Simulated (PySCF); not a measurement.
# C5H9NSi: what the fields show

```xyz
16

N    -2.6582    1.3078    2.1651
C    -2.2421    0.7814    1.2390
C    -1.6858    0.1439    0.0769
C    -0.2092    0.5131   -0.0791
C     0.4743   -0.1345   -1.3029
C     1.7858   -0.6114   -0.6463
Si    1.0901   -0.2698    1.1037
H    -2.2579    0.4647   -0.8013
H    -1.7999   -0.9389    0.1841
H    -0.1329    1.6022   -0.1273
H    -0.1079   -0.9806   -1.6679
H     0.6240    0.5535   -2.1345
H     2.6270    0.0233   -0.9168
H     2.0583   -1.6319   -0.9038
H     0.6003   -1.4483    1.8195
H     1.8267    0.6344    1.9799
```

Geometry: GFN2-xTB.

Method: PBE0/pcSseg-1, SCF density, gas phase, non-relativistic in PySCF 2.14.0.

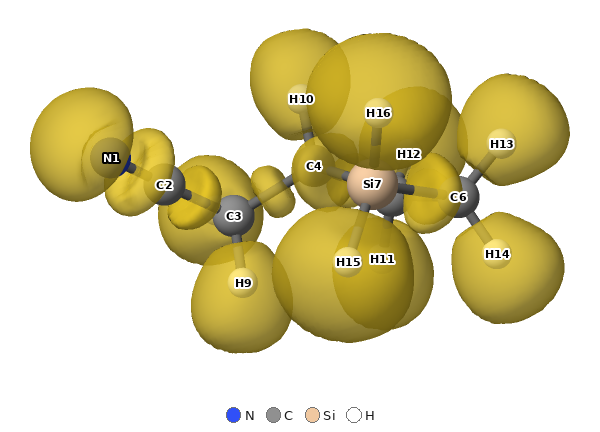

Figure 1. Isosurface of the ELF at 0.8 (yellow), seen from one side. Core shells and regions of very low density are left out.

Q: Identify the bonds, lone pairs and shells in this picture.

A: At this value the surface marks out four regions between bonded C–C atoms (shared pairs), one region between bonded C–N atoms (shared pairs), two regions between bonded C–Si atoms (shared pairs), nine regions around hydrogen nuclei and one lobe on N, pointing away from the bonds (lone pairs).


C–N (1.14 Å): the ELF peaks at about 0.85 between the atoms; a short, multiple covalent bond. C–C (1.44 Å): the ELF peaks at about 0.95 between the atoms: localised, covalent bonding.

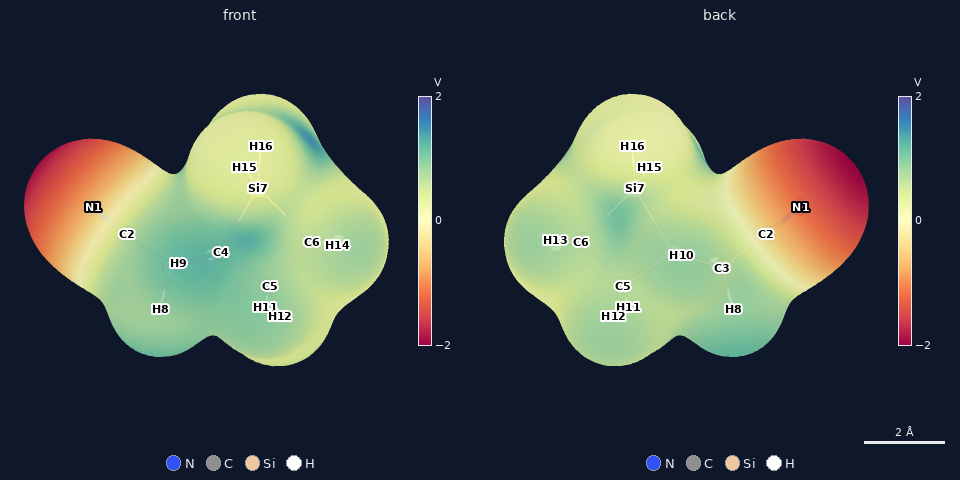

Figure 2. The electrostatic potential painted on the density surface at 0.002 e/bohr³, seen from the front and from behind; the colour scale runs from red (negative) to blue (positive).

Q: Which sites attract a positive test charge, and which a negative one?

A: A positive charge is drawn to the negative regions and a negative charge to the positive ones. The most negative region (about −2.0 V, or −46 kcal/mol for a unit charge) lies over N1, the most positive (about +1.4 V, or +32 kcal/mol for a unit charge) over Si7. N1 is the likeliest acceptor of a hydrogen bond.

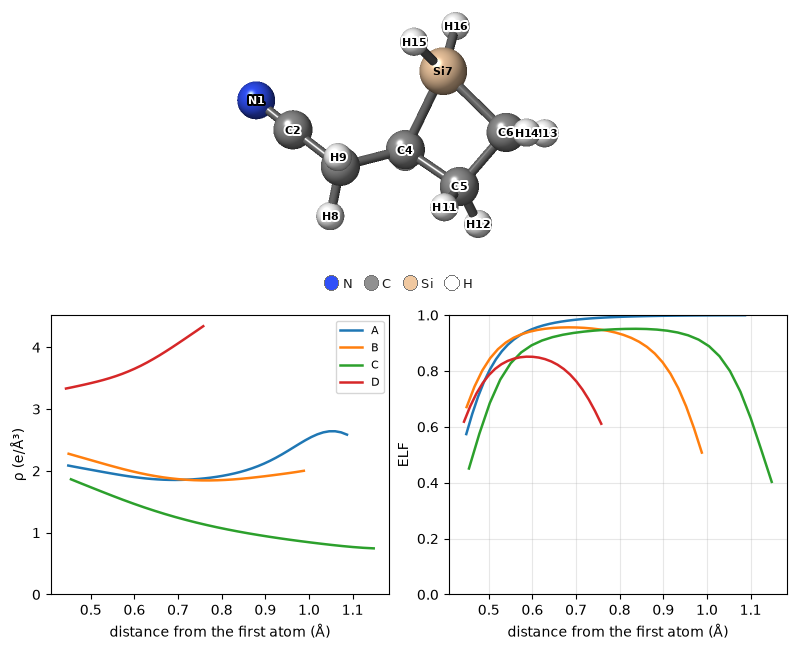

Figure 3. Total electron density and ELF along straight lines between neighbouring atoms. The curves leave out the atomic cores. The structure is drawn too.

Q: Which curve belongs to which contact (C–C, C–H, C–N and C–Si)? The first atom named is at distance zero.

A: Curve A: C–H (1.09 Å): ρ is about 2 e/Å³ halfway; the ELF climbs to about 1 towards the hydrogen, as it does in any bond to H; an ordinary covalent bond to hydrogen. Curve B: C–C (1.44 Å): the density is about 1.9 e/Å³ at the midpoint; the ELF peaks at about 0.95 between the atoms: a covalent bond. Curve C: C–Si (1.91 Å): the density is about 0.89 e/Å³ at the midpoint; the ELF peaks at about 0.95 between the atoms, as expected for a shared electron pair. Curve D: C–N (1.14 Å): the density is about 3.6 e/Å³ at the midpoint; the ELF peaks at about 0.85 between the atoms; a multiple bond.
